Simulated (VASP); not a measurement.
Band structure of W (bcc). Calculation: PBEsol GGA with spin-orbit coupling, VASP's PBE PAW potentials (set 64) (plane waves; VASP).

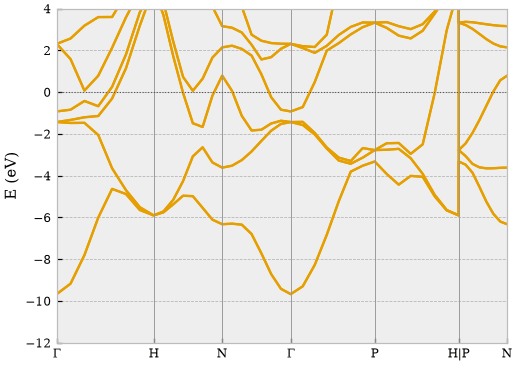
Fig. 1. Bands along high-symmetry lines, zero at the valence-band maximum or, without a gap, the Fermi level

### Question
Read the plot: is there a gap, and where are the band edges?

### Answer
It has no gap at this level: it comes out as a metal or semimetal.

The compound is W in the bcc structure. It was relaxed first.
